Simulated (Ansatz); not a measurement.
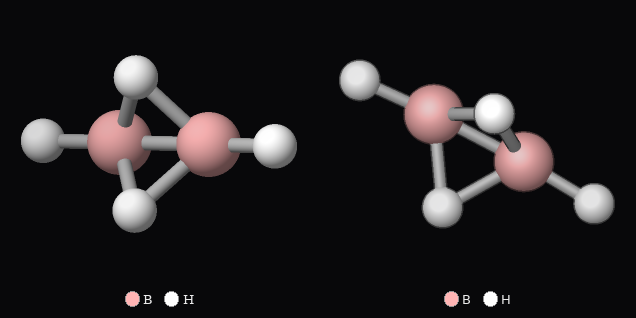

Both panels show the same species.

The geometry was computed by an optimisation with PBE0-D4/def2-TZVP. No frequency run is at hand to confirm it as a minimum.

Description:

Formula B2H4. The point group is C2v. Coordination: 2 B see-saw.

More results for the same structure follow; atom numbers are the same in all pictures, views and colours differ.

**Charges**

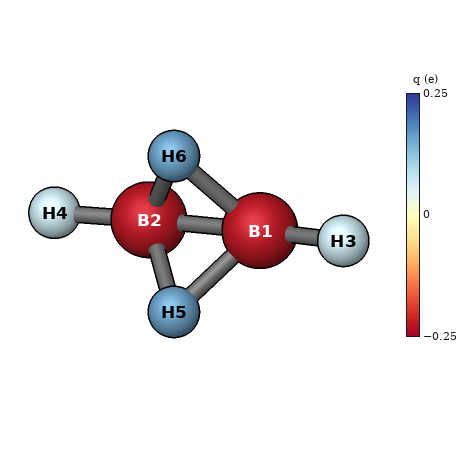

Atoms are coloured by their Mulliken charges. No frequency run is at hand to confirm it as a minimum. Properties computed with RKS PBE0-D4/def2-TZVP (Ansatz 0.2.0).

List the Mulliken charges.

```
atom  value (e)
  B1      −0.22
  B2      −0.22
  H3       0.07
  H4       0.07
  H5       0.16
  H6       0.16
```

**Electronic properties**

No frequency run is at hand to confirm it as a minimum. Method: RKS PBE0-D4/def2-TZVPP (Ansatz 0.2.0).

> Give the HOMO energy (Kohn–Sham orbital) at this level.

−7.47 eV.

> What is the LUMO energy (Kohn–Sham orbital)?

0.24 eV.

**Dipole moment**

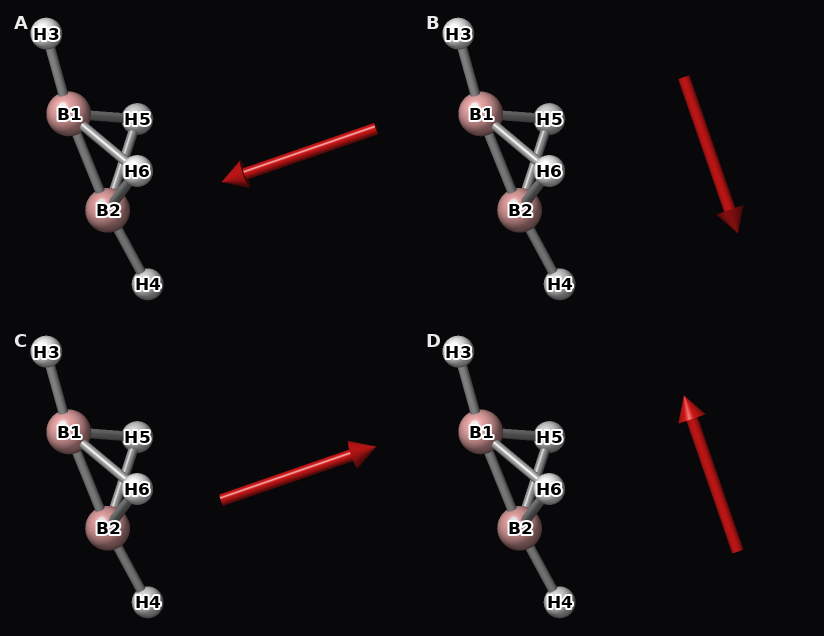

The same molecule four times, each with an arrow. No frequency run is at hand to confirm it as a minimum. Properties computed with RKS PBE0-D4/def2-TZVP (Ansatz 0.2.0).

> Which arrow points along the dipole moment, from the negative to the positive end?

C. The dipole moment is 0.89 D; it points from the side of B1, B2, H3, H4 to the side of H5, H6 (the outermost atoms at the two ends).

Mulliken values depend strongly on the basis set and can even reverse the polarity of a bond.
